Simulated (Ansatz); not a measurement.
Frozen-phonon scan for TiAl (CuAu type, space group P4/mmm)

Starting cell, TiAl (CuAu type, space group P4/mmm):

```yaml
crystal:
  lattice:
    - [5.64852, 0.00000, 0.00000]
    - [0.00000, 2.82426, 0.00000]
    - [0.00000, 0.00000, 4.07079]
  atoms:
    - { symbol: Al, position: [0.25000, 0.50000, 0.50000] }
    - { symbol: Al, position: [0.75000, 0.50000, 0.50000] }
    - { symbol: Ti, position: [0.00000, 0.00000, 0.00000] }
    - { symbol: Ti, position: [0.50000, 0.00000, 0.00000] }
```

A phonon eigenvector at X = (0.5, 0.0, 0.0) is frozen into this cell: atom i moves by Q times the vector below, so Q is the largest atomic displacement, in Å. The cell is held. (q is in reciprocal vectors of the primitive cell; the cell shown is doubled to hold the pattern.)

```json
[
 {"atom": "Ti3", "x": "1.000", "y": "0.000", "z": "0.000"},
 {"atom": "Ti4", "x": "-1.000", "y": "0.000", "z": "0.000"}
]
```

Atoms not listed stay in place.

Calculation: PBE (plane waves to 420 eV, PAW, scalar-relativistic; Ansatz, a quantum-chemistry and plane-wave program). k mesh 8×16×12 (Γ-centred), Fermi-Dirac smearing 0.05 eV. Energies are smeared free energies. Left out: 4 of 13 points, with atoms too close for the PAW data. With partly filled bands, energies and forces of such displacements shift with the k mesh and the smearing. TiAl is run without spin polarisation. TiAl was relaxed with its symmetry unable to fall. ΔE is measured from the undisplaced structure.

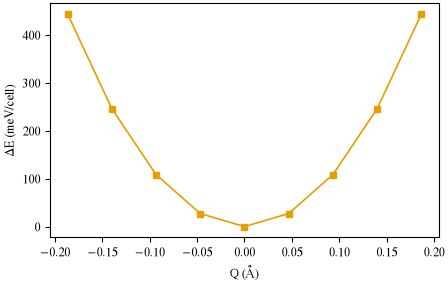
Figure. ΔE (meV/cell) against Q (Å); computed points joined by lines.

The energy at Q = 0.187 Å is 444 meV/cell. Harmonic wavenumber from the curvature (finite differences): 266 cm⁻¹. Wavenumber by perturbation theory (DFPT, on another k mesh): 267 cm⁻¹. Symmetry of the curve: even: the same for both signs. Shape of the curve: a single well with its minimum at or next to zero displacement.

E″ = 24.88 eV/Å², M = Σ mᵢ|uᵢ|² = 95.7 u, ν̃ = 521.5·√(|E″|/M).

(A displaced cell: forces are minus the slopes of the energy, force constants its curvatures, and phonons follow from these.)
